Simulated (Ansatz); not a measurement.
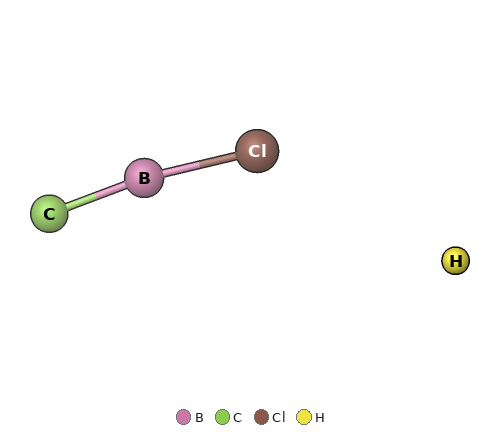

All atoms lie in one plane, which faces the viewer. State: neutral, doublet. Computed geometry: PBE-D4/def2-SVP optimisation. No frequency run is at hand to confirm it as a minimum.

> List the symmetry elements and name the point group.

It has 1 mirror plane, so the point group is Cs. The group has 2 operations. The geometry is achiral, and symmetry allows a dipole moment.
